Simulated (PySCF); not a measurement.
**ZnBH2O3F (SMILES OB(O)[O][Zn][F]): levels of theory compared**

Wanted: a comparison of 5 runs (BLYP/6-31G*, PBE/6-31G*, SVWN5/6-31G*, revPBE/6-31G*, CCSD(T)/6-31G*) of ZnBH2O3F. 

The results are computed with PySCF 2.14.0.

## (1) Starting point

ZnBH2O3F has 8 atoms, charge 0, and is taken as a singlet. As SMILES, `OB(O)[O][Zn][F]`. The O3–H8 distance was set to 1.245 Å, away from the relaxed value.

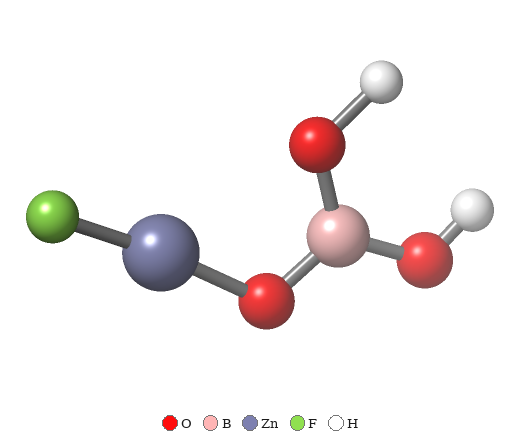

The structure, seen from a chosen angle (oxygen red, boron pink, zinc blue, fluorine green, hydrogen white).

## (2) The energy at BLYP/6-31G(d) (spherical functions) (run 1)

The input, run.py:

```python
from pyscf import gto, dft

molecule = gto.M(
    atom=[
    ('O', (-0.492789, -1.863941, 0.121830)),
    ('B', (-0.414989, -0.499241, 0.098030)),
    ('O', (0.758611, 0.209659, -0.174570)),
    ('O', (-1.505789, 0.248859, 0.345530)),
    ('Zn', (-1.155189, 1.995359, 0.255330)),
    ('F', (-0.981889, 3.725959, 0.205330)),
    ('H', (0.322611, -2.329041, -0.064470)),
    ('H', (1.795100, -0.439300, -0.408700)),
],
    basis='6-31g*',
    verbose=3,
    max_memory=1860,
)

calc0 = dft.RKS(molecule)
calc0.xc = 'blyp'
calc0.conv_tol = 1e-10
calc0.grids.level = 5
calc0.kernel()
if not calc0.converged:
    calc0 = calc0.newton().run(calc0.mo_coeff, calc0.mo_occ)

e_final = calc0.e_tot
print(f'total energy: {e_final:.8f} hartree')
```

Command:

```console
$ OMP_NUM_THREADS=1 python run.py
```

Output:

```text
converged SCF energy = -2130.81069967581
total energy: -2130.81069968 hartree
```

Run time: 43 s. Hardware: 1 thread of Arm Neoverse V1, shared host; peak memory 0.59 GiB.

## (3) The energy at PBE/6-31G(d) (spherical functions) (run 2)

The input, job.py:

```python
from pyscf import gto, dft

molecule = gto.Mole()
molecule.atom = '''
O     -0.931236    -3.522338     0.230225
B     -0.784216    -0.943429     0.185250
O      1.433567     0.396198    -0.329889
O     -2.845529     0.470275     0.652957
Zn    -2.182991     3.770682     0.482504
F     -1.855501     7.041042     0.388017
H      0.609646    -4.401250    -0.121831
H      3.392247    -0.830157    -0.772331
'''
molecule.verbose = 3
molecule.unit = 'bohr'
molecule.max_memory = 1860
molecule.basis = '6-31g*'
molecule.build()

mf = dft.RKS(molecule)
mf.xc = 'pbe'
mf.grids.level = 5
mf.conv_tol = 1e-10
mf.kernel()
if not mf.converged:
    mf = mf.newton().run(mf.mo_coeff, mf.mo_occ)

etot = mf.e_tot
print(f'total energy: {etot:.8f} hartree')
```

Command:

```console
$ OMP_NUM_THREADS=1 python job.py
```

Output:

```text
converged SCF energy = -2130.14735177143
total energy: -2130.14735177 hartree
```

It took 43 s on 1 thread of Arm Neoverse V1, shared host; peak memory 0.59 GiB.

Runs 3 to 4 aren't shown in full; the table further down has their settings and results.

## (4) The energy at CCSD(T)/6-31G(d) (spherical functions) (run 5)

The input, input.xyz:

```xyz
8

O     -0.492789    -1.863941     0.121830
B     -0.414989    -0.499241     0.098030
O      0.758611     0.209659    -0.174570
O     -1.505789     0.248859     0.345530
Zn    -1.155189     1.995359     0.255330
F     -0.981889     3.725959     0.205330
H      0.322611    -2.329041    -0.064470
H      1.795100    -0.439300    -0.408700
```

The input, input.py:

```python
from pyscf import gto, scf, cc

mol = gto.M(
    atom='input.xyz',
    max_memory=1860,
    verbose=4,
    spin=0,
    basis='6-31g*',
)

myscf = scf.RHF(mol)
myscf.conv_tol = 1e-10
myscf.kernel()
if not myscf.converged:
    myscf = myscf.newton().run(myscf.mo_coeff, myscf.mo_occ)

mycc = cc.CCSD(myscf, frozen=10)
mycc.kernel()
e_t = mycc.ccsd_t()
e_tot = mycc.e_tot + e_t
print('E = %.10f Eh' % e_tot)
```

Command:

```console
$ OMP_NUM_THREADS=1 python input.py
```

Output:

```text
PySCF version 2.14.0

[... 66 lines left out ...]
converged SCF energy = -2127.52934169527
[... 12 lines left out ...]
Init t2, MP2 energy = -2128.62537956919  E_corr(MP2) -1.09603787391528
[... 14 lines left out ...]
CCSD converged
[... 2 lines left out ...]
E = -2128.6318570992 Eh
```

Run time: 5.1 min. Hardware: 1 thread of Arm Neoverse V1, shared host; peak memory 1 GiB.

## (5) All runs side by side

| run | level | integration grid | frozen core orbitals | energy (Eh) | dipole moment (D) of the reference | HOMO energy (eV) | LUMO energy (eV) | wall time |
| --- | --- | --- | --- | --- | --- | --- | --- | --- |
| 1 | BLYP/6-31G* (spherical functions) | 5 | – | -2130.810700 | 3.55 | -6.60 | -2.06 | 43 s |
| 2 | PBE/6-31G* (spherical functions) | 5 | – | -2130.147352 | 3.59 | -6.73 | -2.07 | 43 s |
| 3 | SVWN5/6-31G* (spherical functions) | 5 | – | -2125.389500 | 3.85 | -6.93 | -2.28 | 26 s |
| 4 | revPBE/6-31G* (spherical functions) | 5 | – | -2130.544726 | 3.52 | -6.66 | -1.98 | 44 s |
| 5 | CCSD(T)/6-31G* (spherical functions) | – | 10 | -2128.631857 | 4.17 | -12.69 | 1.94 | 5.1 min |

## (6) Summary of results

```
                                           quantity           value
                                run 5: total energy  -2128.63186 Eh
        run 5: dipole moment (Hartree–Fock density)          4.17 D
         run 5: HOMO energy (Hartree–Fock orbitals)       -12.69 eV
         run 5: LUMO energy (Hartree–Fock orbitals)         1.94 eV
       run 5: HOMO–LUMO gap (Hartree–Fock orbitals)        14.63 eV
run 5: correlation energy (10 core orbitals frozen)     -1102.5 mEh
                              run 5: (T) correction      -26.19 mEh
                               run 5: T1 diagnostic           0.016
```

In words: Over runs 1, 2, 3, 4 the dipole moment (its size) runs from 3.52 D (revPBE/6-31G*) to 3.85 D (SVWN5/6-31G*). Over runs 1, 2, 3, 4 the HOMO–LUMO gap runs from 4.54 eV (BLYP/6-31G*) to 4.68 eV (revPBE/6-31G*). Totals of different functionals can't be ranked against each other. All runs together took 7.7 min, the longest 5.1 min.
